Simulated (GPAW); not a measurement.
# WS2 (Tungstenite): one start, several treatments of the self-energy

Wanted: the gap of WS2 (Tungstenite) under several approximations, with cost.

Calculated with GPAW 26.7.0; LDA and many-body steps on it, plane waves.

## (1) Starting point

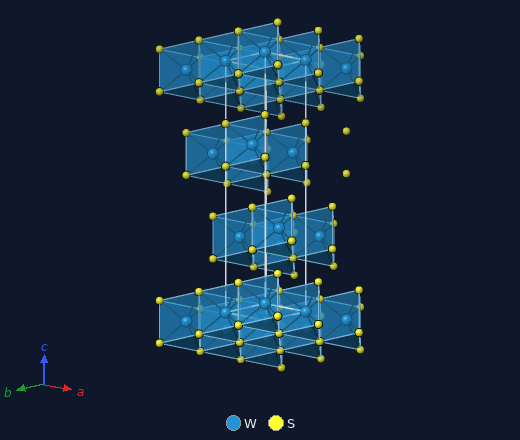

The starting structure, seen from a free direction (tungsten blue, sulfur yellow). 2×2×1 cells are drawn. This picture shows the conventional cell, with its axes. Bonds to atoms that aren't drawn are left out. Some periodic images of atoms are drawn too.

Coordinates:

```cif
data_structure
_symmetry_space_group_name_H-M 'R3m:H'
_symmetry_Int_Tables_number 160
_cell_length_a 3.1580
_cell_length_b 3.1580
_cell_length_c 18.4900
_cell_angle_alpha 90.000
_cell_angle_beta 90.000
_cell_angle_gamma 120.000
_cell_volume 159.70
loop_
_atom_site_label
_atom_site_type_symbol
_atom_site_symmetry_multiplicity
_atom_site_Wyckoff_symbol
_atom_site_fract_x
_atom_site_fract_y
_atom_site_fract_z
_atom_site_occupancy
W1 W 3 a 0.00000 0.00000 0.00000 1
S1 S 3 a 0.66667 0.33333 0.08363 1
S2 S 3 a 0.33333 0.66667 0.24767 1
```

The cell and positions come from the Crystallography Open Database and are kept as given unless a step says otherwise. Spin-orbit coupling is left out unless a step names it.

## (2) Empty states on the mesh, 6×6×6 mesh, 254 bands

This step: GPAW 26.7.0; DFT, LDA, plane waves, PAW.

The sums over transitions need many empty states on a uniform mesh; this step solves for them.

The input, run.py:

```python
import json
import numpy as np
from gpaw.mpi import world
from gpaw import GPAW

calc = GPAW('gs.gpw').fixed_density(kpts={'size': (6, 6, 6), 'gamma': True},
    parallel={'domain': 1, 'band': 1},
    txt='nscf.txt')
calc.diagonalize_full_hamiltonian(nbands=254)
calc.write('full.gpw', mode='all')
res = {}
kpts = calc.get_ibz_k_points()
res['kpts'] = kpts
res['eigenvalues'] = [calc.get_eigenvalues(kpt=k) for k in range(len(kpts))]
res['n_electrons'] = calc.get_number_of_electrons()

if world.rank == 0:
    with open('result.json', 'w') as f:
        json.dump(res, f, default=lambda x: x.tolist())
```

The run is started by

```
$ mpirun -n 4 gpaw python run.py
```

Numbers of over 12 decimals in the logs are rounded to 6 here.

The program printed:

```text
Diagonalizing LCAO Hamiltonian
Converting LCAO to pw mode
convergence criteria:
- Maximum integral of absolute [eigenst]ate change: 4e-08 eV^2 / valence electron
maximum number of iterations: 100

SCF iterations
|iter     |     time |      energy | eigst |  dens |
|iter:   1|  |             | +0.50 |       |
|iter:   2|  |             | -1.10 |       |
|iter:   3|  |             | -2.56 |       |
|iter:   4|  |             | -3.81 |       |
|iter:   5|  |             | -4.95 |       |
|iter:   6|  |             | -6.13 |       |
|iter:   7|  |             | -7.20 |       |
|iter:   8|  |             | -7.74c|       |
SCF steps: 8
  __  _  _
 | _ |_)|_||  |
 |__||  | ||/\| - 26.7.0

Input parameters:
  mode=PW(ecut=450.000000),
  convergence={'density': 1e-06, 'bands': -3},
  gpts=array([32, 32, 32]),
  kpts=MonkhorstPack(size=(6, 6, 6), gamma=True),
  maxiter=100,
  nbands=20,
  occupations=Occupations(name='fermi-dirac', width=0.001, fixmagmom=False),
  parallel={'domain': 1, 'band': 1},
  xc=XC(name='LDA')
Matrix size: 1182x1182
# Writing to full.gpw (mode='all')
  [... matrices ...]

timing:  # [seconds]
  Total: 20.309  # ━━━━━━━━━━━━━━━━━━━━━━━━━━━━━━━━━━━━━━━━━━━━━━━━━━━━━━━━━━
```

The job ended after 28 s (4 MPI ranks of Arm Neoverse V1, shared host; peak memory 1.5 GiB).

This step gave:

```yaml
gap: 0.9419 eV
k_of_the_valence_top: 0.5, 0.5, 0.5
k_of_the_conduction_bottom: 0.1667, 0, -0.1667
least_direct_gap: 1.879 eV
k_points_computed: 32
lowest_point_of_the_top_converged_band_above_the_valence_top: 144.9260 eV
```

On this mesh the gap is 0.942 eV.

## (3) G0W0, Godby-Needs plasmon pole

Now the one-shot GW correction: screening in the RPA, then the self-energy of the levels asked for.

This step: G0W0 on LDA, plane waves, PAW.

The input, run.py:

```python
import json
import numpy as np
from gpaw.mpi import world
from gpaw.response.g0w0 import G0W0

gw = G0W0('full.gpw',
    filename='gw',
    kpts=[0, 1, 20, 31],
    bands=(11, 15),
    ecut=96,
    nbands=113,
    integrate_gamma='WS',
    ppa=True)
gw.calculate()
res = {mode: {k: v for k, v in r.items() if k != 'sigma_eskwn'}
       for mode, r in gw.all_results.items()}

if world.rank == 0:
    with open('result.json', 'w') as f:
        json.dump(res, f, default=lambda x: x.tolist())
```

The run is started by

```
$ mpirun -n 4 gpaw python run.py
```

The program printed:

```text
Using integrator: PointIntegrator
FrequencyGridDescriptor(from 0.000+0.000j to 0.000+27.211j eV, 2 points)
Nonperiodic BCs:  [False False False]
Using integrator: PointIntegrator
FrequencyGridDescriptor(from 0.000+0.000j to 0.000+27.211j eV, 2 points)
Nonperiodic BCs:  [False False False]
  ___  _ _ _
 |   || | | |
 | | || | | |
 |__ ||_____|
 |___|

BZ k-points: Symmetries present (total): 6

  [... matrices ...]
216 k-points: 6 x 6 x 6 Monkhorst-Pack grid + [1/12,1/12,1/12]
32 k-points in the irreducible part of the Brillouin zone
       k-points in crystal coordinates                weights
   0:     0.00000000    0.00000000    0.00000000          1/216
   1:     0.16666667    0.00000000   -0.16666667          6/216
   2:     0.16666667    0.00000000    0.00000000          6/216
   3:     0.16666667    0.16666667   -0.16666667          6/216
   4:     0.16666667    0.16666667    0.00000000          6/216
   5:     0.16666667    0.16666667    0.16666667          2/216
   6:     0.33333333   -0.16666667   -0.16666667          6/216
   7:     0.33333333    0.00000000   -0.33333333          6/216
   8:     0.33333333    0.00000000   -0.16666667         12/216
   9:     0.33333333    0.00000000    0.00000000          6/216
          ...
  31:     0.50000000    0.50000000    0.50000000          1/216

Distributing spins, k-points and bands (1 x 4 x 4) over 4 processes
Number of blocks: 1

Quasi particle states:
k-points (IBZ indices): [0, 1, 20, 31]
Band range: (11, 15)
  [... matrices ...]
Computational parameters:
Plane wave cut-off: 96 eV
Number of bands: 113
Coulomb cutoff: None
Broadening: 0.1 eV

fxc modes: GW
Kernel: RPA
Using Godby-Needs plasmon-pole approximation:
  Fitting energy: i*E0, E0 = 1.000 Hartree
Summing all q:

Calculating screened Coulomb potential
No Coulomb truncation
FrequencyGridDescriptor(from 0.000+0.000j to 0.000+27.211j eV, 2 points)
Removing empty qpoint cache files...

Calculating chi0 body with:
    Ground state adapter containing:
    Number of spins: 1
    Number of kpoints: 216
    Number of irreducible kpoints: 32
    Number of completely occupied states: 13
    Number of partially occupied states: 13
    Occupied states memory: 6.5 M / cpu

    Linear response parametrization:
    q_c: [1.3877787807814457e-17, 1.3877787807814457e-17, 1.3877787807814457e-17]
    Number of frequency points: 2
    Planewave cutoff: 96.0
    Number of bands: 113
    Number of planewaves: 129
    Broadening (eta): 1e-06
    comm.size: 4
    kncomm.size: 4
    blockcomm.size: 1

    Memory estimate of potentially large arrays:
        chi0_wGG: 0.507843 M / cpu
Integrating chi0 body.

Symmetries of q_c:
    Direct symmetries (Uq -> q): 6
    Indirect symmetries (TUq -> q): 6
In total 12 allowed symmetries.

  [... matrices ...]
32 groups of equivalent kpoints. 85.185185% reduction.

Integral kind: response function
Integrating chi0 head and wings.

Symmetries of q_c:
    Direct symmetries (Uq -> q): 6
    Indirect symmetries (TUq -> q): 6
In total 12 allowed symmetries.

  [... matrices ...]
32 groups of equivalent kpoints. 85.185185% reduction.

Integral kind: response function wings

Calculating chi0 body with:
    Ground state adapter containing:
    Number of spins: 1
    Number of kpoints: 216
    Number of irreducible kpoints: 32
    Number of completely occupied states: 13
    Number of partially occupied states: 13
[... the further q-points ...]

Results:
f:      Occupation numbers
eps:     KS-eigenvalues [eV]
vxc:     KS vxc [eV]
exx:     Exact exchange [eV]
sigma:   Self-energies [eV]
dsigma:  Self-energy derivatives
Z:       Renormalization factors
qp:      QP-energies [eV]

k-point 0 (0): (0.000, 0.000, 0.000)                GW
band       f     eps     vxc     exx   sigma  dsigma       Z      qp
                                                                   GW
  11   1.000   7.043 -16.497 -18.603   1.957  -0.269   0.788   6.926
  12   1.000   7.345 -17.166 -18.265   1.293  -0.264   0.791   7.499
  13   0.000  10.753 -18.513 -13.705  -3.711  -0.262   0.793  11.622
  14   0.000  10.753 -18.513 -13.705  -3.711  -0.262   0.793  11.622

k-point 1 (1): (0.167, 0.000, -0.167)                GW
band       f     eps     vxc     exx   sigma  dsigma       Z      qp
                                                                   GW
  11   1.000   6.845 -16.850 -19.177   2.161  -0.273   0.785   6.715
  12   1.000   7.021 -18.353 -19.527   1.473  -0.269   0.788   7.256
[...]
k-point 2 (20): (0.500, 0.167, -0.167)                GW
band       f     eps     vxc     exx   sigma  dsigma       Z      qp
                                                                   GW
[...]
k-point 3 (31): (0.500, 0.500, 0.500)                GW
band       f     eps     vxc     exx   sigma  dsigma       Z      qp
                                                                   GW
[...]
12   1.000   8.593 -19.178 -19.471   0.701  -0.265   0.790   8.916
  13   0.000  10.869 -18.679 -13.819  -3.760  -0.264   0.791  11.739
  14   0.000  10.869 -18.679 -13.819  -3.760  -0.264   0.791  11.739
```

The job ended after 11 min (4 MPI ranks; peak memory 2.8 GiB; 42 min of CPU time).

This step gave:

```yaml
g0w0_gap_on_the_mesh: 1.358 eV
least_direct_g0w0_gap_on_the_computed_points: 2.520 eV
z_at_the_valence_top: 0.7904
z_at_the_conduction_bottom: 0.7989
starting_gap_on_the_mesh: 0.9419 eV
k_of_the_valence_top: 0.5, 0.5, 0.5
k_of_the_conduction_bottom: 0.1667, 0, -0.1667
```

The gap on the mesh goes from 0.94 eV to 1.36 eV, a correction of +0.42 eV.

## (4) One-shot HSE06

This step: one-shot HSE06 levels on LDA orbitals, plane waves, PAW.

The input, run.py:

```python
import json
import numpy as np
from gpaw.mpi import world
from gpaw.hybrids.eigenvalues import non_self_consistent_eigenvalues

dft, vxc, vxc_hyb = non_self_consistent_eigenvalues('full.gpw', 'HSE06', 11, 15, kpt_indices=[0, 1, 20, 31])
res = {'dft': dft[0], 'hybrid': (dft - vxc + vxc_hyb)[0]}
if world.rank == 0:
    with open('hybrid.txt', 'w') as f:
        for k, e0, e1 in zip([0, 1, 20, 31], res['dft'], res['hybrid']):
            print(k, ' '.join(f'{x:9.4f}' for x in e0), '|', ' '.join(f'{x:9.4f}' for x in e1), file=f)

if world.rank == 0:
    with open('result.json', 'w') as f:
        json.dump(res, f, default=lambda x: x.tolist())
```

The run is started by

```
$ mpirun -n 4 gpaw python run.py
```

The program printed:

```text
builder.py:213: UserWarning: The angles between your unit-cell vectors are 28.4, 28.4 and 28.4 degrees.  Results may be wrong!  Please Niggli-reduce your unit-cell so that the angles are closer to 90 degrees:

  from ase.build import niggli_reduce
  niggli_reduce(atoms)
  [... matrices ...]
  warnings.warn(
builder.py:213: UserWarning: The angles between your unit-cell vectors are 28.4, 28.4 and 28.4 degrees.  Results may be wrong!  Please Niggli-reduce your unit-cell so that the angles are closer to 90 degrees:

  from ase.build import niggli_reduce
  niggli_reduce(atoms)
  [... matrices ...]
  warnings.warn(
builder.py:213: UserWarning: The angles between your unit-cell vectors are 28.4, 28.4 and 28.4 degrees.  Results may be wrong!  Please Niggli-reduce your unit-cell so that the angles are closer to 90 degrees:

  from ase.build import niggli_reduce
  niggli_reduce(atoms)
  [... matrices ...]
  warnings.warn(
builder.py:213: UserWarning: The angles between your unit-cell vectors are 28.4, 28.4 and 28.4 degrees.  Results may be wrong!  Please Niggli-reduce your unit-cell so that the angles are closer to 90 degrees:

  from ase.build import niggli_reduce
  niggli_reduce(atoms)
  [... matrices ...]
  warnings.warn(
IBZ(<points: 32, symmetries: 6>)
Occupied bands: 13
Transforming wave functions from IBZ to BZ: 0.099 seconds
Distributing wave functions and iFFT-ing to real space: 0.876 seconds
Calculating eigenvalues:
  k-points: 4
  Bands: 11-14 (inclusive)
  Seconds: 5.633 (wave-function broadcasting: 0.016 seconds)
HSE06-eigenvalue shifts:
  min: -0.531 eV
  ave: 0.295 eV
  max: 0.871 eV
```

It took 9.6 s on 4 MPI ranks; peak memory 2.3 GiB; 38 s of CPU time.

This step gave:

```yaml
starting_gap_on_the_mesh: 0.9419 eV
hybrid_gap_on_the_mesh: 1.455 eV
least_direct_hybrid_gap_on_the_computed_points: 2.462 eV
```

## (5) G0W0, extrapolated in the cutoff

This step: G0W0 on LDA, plane waves, PAW.

The input, run.py:

```python
import json
import numpy as np
from gpaw.mpi import world
from gpaw.response.g0w0 import G0W0

gw = G0W0('full.gpw',
    filename='gw',
    kpts=[0, 1, 20, 31],
    bands=(11, 15),
    ecut=160.0,
    integrate_gamma='WS',
    ppa=True,
    ecut_extrapolation=True)
gw.calculate()
res = {mode: {k: v for k, v in r.items() if k != 'sigma_eskwn'}
       for mode, r in gw.all_results.items()}

if world.rank == 0:
    with open('result.json', 'w') as f:
        json.dump(res, f, default=lambda x: x.tolist())
```

The run is started by

```
$ mpirun -n 4 gpaw python run.py
```

The program printed:

```text
Using integrator: PointIntegrator
FrequencyGridDescriptor(from 0.000+0.000j to 0.000+27.211j eV, 2 points)
Nonperiodic BCs:  [False False False]
Using integrator: PointIntegrator
FrequencyGridDescriptor(from 0.000+0.000j to 0.000+27.211j eV, 2 points)
Nonperiodic BCs:  [False False False]
  ___  _ _ _
 |   || | | |
 | | || | | |
 |__ ||_____|
 |___|

BZ k-points: Symmetries present (total): 6

  [... matrices ...]
216 k-points: 6 x 6 x 6 Monkhorst-Pack grid + [1/12,1/12,1/12]
32 k-points in the irreducible part of the Brillouin zone
       k-points in crystal coordinates                weights
   0:     0.00000000    0.00000000    0.00000000          1/216
   1:     0.16666667    0.00000000   -0.16666667          6/216
   2:     0.16666667    0.00000000    0.00000000          6/216
[...]
9:     0.33333333    0.00000000    0.00000000          6/216
          ...
  31:     0.50000000    0.50000000    0.50000000          1/216

Distributing spins, k-points and bands (1 x 4 x 4) over 4 processes
Number of blocks: 1

Quasi particle states:
k-points (IBZ indices): [0, 1, 20, 31]
Band range: (11, 15)
  [... matrices ...]
Computational parameters:
Extrapolating to infinite plane wave cut-off using points at:
  137.884 eV
  147.917 eV
  160.000 eV
Number of bands: 244
Coulomb cutoff: None
Broadening: 0.1 eV

fxc modes: GW
Kernel: RPA
Using Godby-Needs plasmon-pole approximation:
  Fitting energy: i*E0, E0 = 1.000 Hartree
Summing all q:

Calculating screened Coulomb potential
No Coulomb truncation
FrequencyGridDescriptor(from 0.000+0.000j to 0.000+27.211j eV, 2 points)
Removing empty qpoint cache files...

Calculating chi0 body with:
    Ground state adapter containing:
    Number of spins: 1
    Number of kpoints: 216
[...]
Integrating chi0 head and wings.

Symmetries of q_c:
    Direct symmetries (Uq -> q): 6
    Indirect symmetries (TUq -> q): 6
In total 12 allowed symmetries.

  [... matrices ...]
32 groups of equivalent kpoints. 85.185185% reduction.

Integral kind: response function wings

Calculating chi0 body with:
    Ground state adapter containing:
    Number of spins: 1
    Number of kpoints: 216
    Number of irreducible kpoints: 32
    Number of completely occupied states: 13
    Number of partially occupied states: 13
[... the further q-points ...]
Extrapolating selfenergy to infinite energy cutoff:
  Performing linear fit to 3 points
  Minimum R^2 = 0.9805. (R^2 Should be close to 1)
  [... matrices ...]
Results:
f:      Occupation numbers
eps:     KS-eigenvalues [eV]
vxc:     KS vxc [eV]
exx:     Exact exchange [eV]
sigma:   Self-energies [eV]
dsigma:  Self-energy derivatives
Z:       Renormalization factors
qp:      QP-energies [eV]

k-point 0 (0): (0.000, 0.000, 0.000)                GW
band       f     eps     vxc     exx   sigma  dsigma       Z      qp
                                                                   GW
  11   1.000   7.043 -16.497 -18.603   1.394  -0.276   0.784   6.485
  12   1.000   7.345 -17.166 -18.265   0.865  -0.271   0.787   7.162
  13   0.000  10.753 -18.513 -13.705  -4.206  -0.268   0.788  11.228
[...]
k-point 1 (1): (0.167, 0.000, -0.167)                GW
band       f     eps     vxc     exx   sigma  dsigma       Z      qp
                                                                   GW
[...]
k-point 2 (20): (0.500, 0.167, -0.167)                GW
band       f     eps     vxc     exx   sigma  dsigma       Z      qp
                                                                   GW
[...]
k-point 3 (31): (0.500, 0.500, 0.500)                GW
band       f     eps     vxc     exx   sigma  dsigma       Z      qp
                                                                   GW
[...]
13   0.000  10.869 -18.679 -13.819  -4.270  -0.271   0.787  11.333
  14   0.000  10.869 -18.679 -13.819  -4.270  -0.271   0.787  11.333
```

Elapsed: 39 min, on 4 MPI ranks; peak memory 2.8 GiB.

Numbers from this step:

```yaml
quasiparticle_gap_on_the_mesh: 1.439 eV
least_direct_quasiparticle_gap_on_the_computed_points: 2.537 eV
z_at_the_valence_top: 0.7847
z_at_the_conduction_bottom: 0.7944
starting_gap_on_the_mesh: 0.9419 eV
k_of_the_valence_top: 0.5, 0.5, 0.5
k_of_the_conduction_bottom: 0.1667, 0, -0.1667
gaps_at_the_cutoffs_of_the_extrapolation: 1.389, 1.394, 1.399 eV
```

Against G0W0 in GPAW (6×6×6 mesh, 113 bands, screening to 96 eV, Godby-Needs plasmon pole), the gap moves by +0.081 eV.

[end of part 1 of 2]

[Paths, hosts, dates, memory and timing lines, banners, echoed tables and standing remarks are left out of the program output.]

[Logs are printed without paths, hosts, clocks, repeated set-up lines and the standing remarks that a program may print on its own settings, such as how far it seeks lower states.]

[Runs of the session that timed out or met a known fault of the program may be left out.]

[Hosts, paths, dates, database ids (printed as entryN), source tags and the programs' standing remarks are cut or masked in the printed files.]
